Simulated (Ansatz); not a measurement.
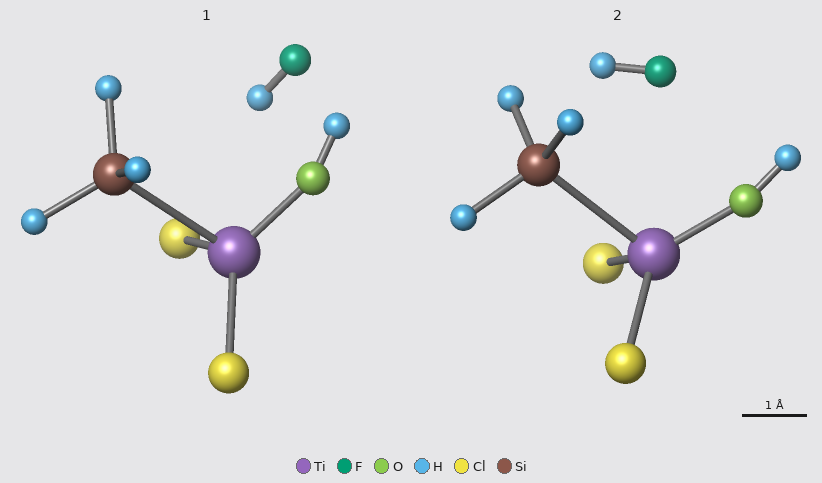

Two geometries of TiSiH5OCl2F, drawn at one scale. One is the start of a relaxation, the other its converged end. A ball-and-stick model, seen at a tilt.

Level of theory: RHF/def2-SVP in Ansatz. Settings: no spin polarisation; force threshold 0.03 eV/Å; at most 50 steps.

Which one is relaxed?

Structure 1 is the relaxed one. The run prepares an end point of a later path (reaction) calculation, from a guessed geometry. After 24 accepted moves (27 points after the start) the energy has fallen by 7.37 kcal/mol. The largest force component goes from 0.81 to 0.022 eV/Å. The line search rejected the trial steps at points 3, 9, 21 of the run. The largest move after the best rigid fit is that of an H atom, 1.66 Å. Largest moves by element: H 1.66 Å, F 1.06 Å, O 0.50 Å, Si 0.49 Å, Cl 0.47 Å, Ti 0.22 Å. Some distances before and after: F–Ti 3.033 → 3.690 Å, Si–Ti 2.489 → 2.557 Å, Cl–Ti 2.232 → 2.254 Å, H–Si 1.487 → 1.479 Å. Bond angles that change, for instance: Ti–O–H 159.4° → 144.0°, O–Ti–Cl 124.7° → 113.0°, O–Ti–Si 103.8° → 96.4°. Groups turn about Si–Ti by about 25°.

Limits of the set-up: Hartree-Fock leaves out electron correlation.
